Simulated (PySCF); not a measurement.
# What a change does: NMR shielding calculation on C6H5Cl

System: C6H5Cl (chlorobenzene), SMILES Clc1ccccc1.
Method of run A: GIAO PBE0/pcSseg-2 NMR shielding, non-relativistic, gas phase (PySCF 2.14.0).

The geometry comes from this level: PBE0-D3(BJ)/def2-SVP. Text and figures count atoms from 1; the logs count them from 0 in places.

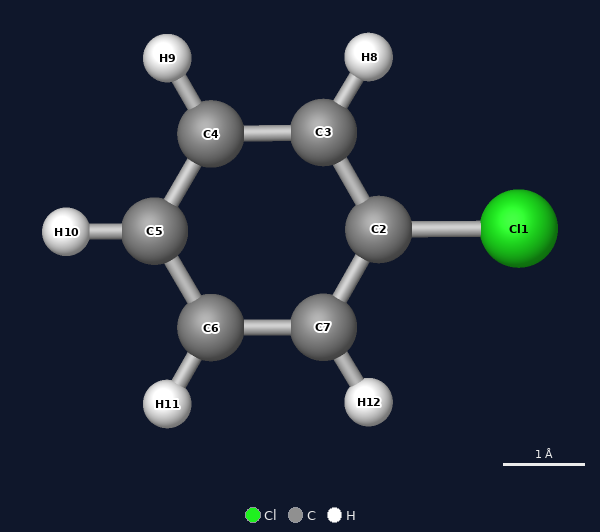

Figure 1. The structure (ball-and-stick view, seen at a tilt; atoms are numbered from 1 in the order of the input). Bond lengths as drawn: C–C 1.39 Å, C–Cl 1.73 Å and C–H 1.09 Å.

## Input, run A
```
{"job": {"kind": "nmr", "xc": "PBE0", "basis": "pcSseg-2", "pop": true}, "charge": 0, "multiplicity": 1}
Cl     3.523260     0.306600    -0.005891
C      1.794390     0.178513    -0.002456
C      1.019564     1.337704     0.013001
C     -0.369330     1.226288     0.015568
C     -0.977481    -0.028306     0.002916
C     -0.190180    -1.178966    -0.012439
C      1.199902    -1.082674    -0.015179
H      1.508146     2.313282     0.022758
H     -0.979682     2.132405     0.027532
H     -2.066569    -0.109394     0.004947
H     -0.659618    -2.165526    -0.022401
H      1.827500    -1.975196    -0.027055
```

The first line tells a small driver script what to run in PySCF; the rest is the geometry in Å.

Hardware: 1 CPU thread, shared host.

## Output (run A)
```
coarse grid: 11240 points
cycle   1  E = -691.4833588185  dE =  1.103e+00  |g| = 3.561e-01  |ddm| = 2.657e+00
cycle   2  E = -691.4707303678  dE =  1.263e-02  |g| = 4.261e-01  |ddm| = 7.770e-01
cycle   3  E = -691.5136643050  dE = -4.293e-02  |g| = 9.207e-02  |ddm| = 3.885e-01
cycle   4  E = -691.5156283901  dE = -1.964e-03  |g| = 4.363e-02  |ddm| = 1.226e-01
cycle   5  E = -691.5161132358  dE = -4.848e-04  |g| = 1.008e-02  |ddm| = 4.558e-02
cycle   6  E = -691.5161372793  dE = -2.404e-05  |g| = 1.933e-03  |ddm| = 1.989e-02
cycle   7  E = -691.5161378952  dE = -6.159e-07  |g| = 3.601e-04  |ddm| = 1.847e-03
final grid: 105856 points
cycle   8  E = -691.5216162909  dE = -8.885e-05  |g| = 7.192e-03  |ddm| = 6.792e-02
cycle   9  E = -691.5216126777  dE =  3.613e-06  |g| = 7.647e-03  |ddm| = 1.341e-02
cycle  10  E = -691.5216275794  dE = -1.490e-05  |g| = 1.347e-03  |ddm| = 8.735e-03
cycle  11  E = -691.5216278969  dE = -3.175e-07  |g| = 4.052e-04  |ddm| = 2.426e-03
cycle  12  E = -691.5216279309  dE = -3.403e-08  |g| = 1.520e-04  |ddm| = 4.718e-04
cycle  13  E = -691.5216279371  dE = -6.143e-09  |g| = 3.422e-05  |ddm| = 1.721e-04
cycle  14  E = -691.5216279374  dE = -2.944e-10  |g| = 8.128e-06  |ddm| = 3.318e-05
converged SCF energy = -691.5216279374

GIAO shielding tensors (ppm)
atom      isotropic    diamagn.    paramagn.     s11        s22        s33       span
  0 Cl     698.767    1145.020    -446.253    524.982    565.657   1005.661    480.679
  1 C       33.062     250.881    -217.819    -70.412     47.298    122.300    192.712
  2 C       45.092     253.904    -208.812    -57.968     38.168    155.078    213.045
  3 C       45.120     254.051    -208.931    -67.721     31.833    171.249    238.969
  4 C       48.959     253.855    -204.896    -64.081     34.201    176.757    240.837
  5 C       45.092     254.124    -209.032    -67.786     31.836    171.227    239.013
  6 C       45.066     253.987    -208.921    -57.997     38.164    155.030    213.026
  7 H       23.665      30.061      -6.396     19.794     22.380     28.822      9.028
  8 H       23.727      31.064      -7.337     20.493     23.679     27.008      6.514
  9 H       23.850      31.548      -7.698     20.844     23.843     26.863      6.019
 10 H       23.725      31.230      -7.505     20.495     23.675     27.005      6.510
 11 H       23.665      30.214      -6.549     19.790     22.380     28.825      9.036
```

For run B the input was changed thus:
```diff
-"basis": "pcSseg-2"
+"basis": "pcSseg-0"
```

Predict how the results change.

The total energy of run B is 713.1 kcal/mol higher, which measures the change of basis and not a stability. The HOMO goes from −7.17 to −7.33 eV. The LUMO goes from −0.65 to −0.52 eV. The dipole moment goes from 1.72 to 1.99 D. Of all shieldings, the largest change is that of Cl1, by +47.1 ppm. The number of SCF iterations is the same. The basis functions go from 329 to 77.

## Output (run B)
```
coarse grid: 11240 points
cycle   1  E = -690.3458827731  dE =  1.043e+00  |g| = 2.729e-01  |ddm| = 4.063e+00
cycle   2  E = -690.3322617839  dE =  1.362e-02  |g| = 3.732e-01  |ddm| = 1.166e+00
cycle   3  E = -690.3670794867  dE = -3.482e-02  |g| = 5.620e-02  |ddm| = 5.366e-01
cycle   4  E = -690.3678576415  dE = -7.782e-04  |g| = 2.526e-02  |ddm| = 1.101e-01
cycle   5  E = -690.3680232732  dE = -1.656e-04  |g| = 7.919e-03  |ddm| = 3.784e-02
cycle   6  E = -690.3680390766  dE = -1.580e-05  |g| = 4.839e-04  |ddm| = 9.198e-03
cycle   7  E = -690.3680391356  dE = -5.904e-08  |g| = 3.004e-04  |ddm| = 2.219e-03
final grid: 105856 points
cycle   8  E = -690.3851829660  dE = -1.878e-05  |g| = 4.070e-03  |ddm| = 2.030e-02
cycle   9  E = -690.3851831885  dE = -2.225e-07  |g| = 3.960e-03  |ddm| = 1.061e-02
cycle  10  E = -690.3851875200  dE = -4.332e-06  |g| = 4.201e-04  |ddm| = 6.138e-03
cycle  11  E = -690.3851875605  dE = -4.050e-08  |g| = 1.097e-04  |ddm| = 7.371e-04
cycle  12  E = -690.3851875628  dE = -2.233e-09  |g| = 6.303e-05  |ddm| = 2.320e-04
cycle  13  E = -690.3851875639  dE = -1.163e-09  |g| = 9.028e-06  |ddm| = 9.820e-05
cycle  14  E = -690.3851875640  dE = -2.251e-11  |g| = 3.052e-06  |ddm| = 1.330e-05
converged SCF energy = -690.3851875640

GIAO shielding tensors (ppm)
atom      isotropic    diamagn.    paramagn.     s11        s22        s33       span
  0 Cl     745.818    1142.355    -396.537    591.578    652.797    993.078    401.500
  1 C       41.869     275.253    -233.384    -59.652     50.466    134.793    194.445
  2 C       54.423     258.724    -204.300    -45.249     41.318    167.201    212.449
  3 C       53.877     260.142    -206.265    -56.338     33.682    184.286    240.624
  4 C       56.829     260.069    -203.240    -54.487     35.649    189.326    243.814
  5 C       53.850     260.063    -206.212    -56.400     33.687    184.264    240.664
  6 C       54.398     258.660    -204.262    -45.277     41.317    167.153    212.429
  7 H       25.675      29.439      -3.764     21.903     25.509     29.612      7.709
  8 H       25.547      29.811      -4.265     22.724     26.391     27.524      4.800
  9 H       25.655      30.342      -4.687     23.103     26.558     27.304      4.201
 10 H       25.545      29.929      -4.383     22.727     26.389     27.521      4.794
 11 H       25.674      29.501      -3.827     21.898     25.510     29.613      7.715
```

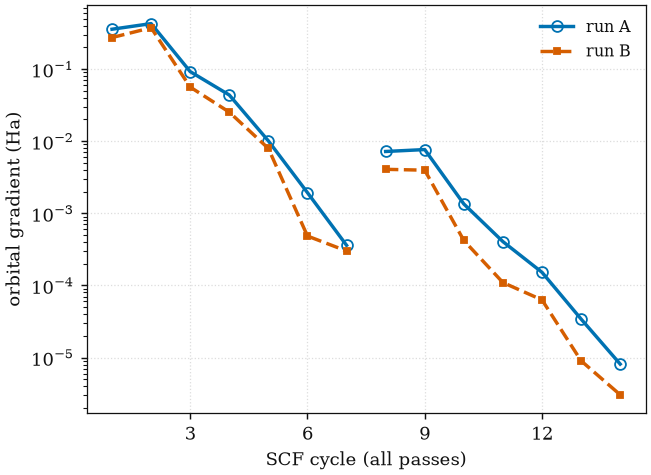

Figure 2. Convergence of the two runs: orbital gradient against the SCF cycle. A break in a curve parts two SCF passes (coarse and final grid). Run A takes 14 cycles in all, and run B takes 14.

## The two runs side by side

```csv
quantity,run A,run B
outcome,converged,converged
total energy (hartree),−691.521628,−690.385188
HOMO (eV),−7.17,−7.33
LUMO (eV),−0.65,−0.52
dipole moment (D),1.72,1.99
shielding of Cl1 (ppm),698.8,745.8
shielding of C2 (ppm),33.1,41.9
shielding of C3 (ppm),45.1,54.4
shielding of C4 (ppm),45.1,53.9
shielding of C5 (ppm),49.0,56.8
shielding of C6 (ppm),45.1,53.9
shielding of C7 (ppm),45.1,54.4
SCF iterations,14,14
basis functions,329,77
wall time (shared host),55 s,6.5 s
```
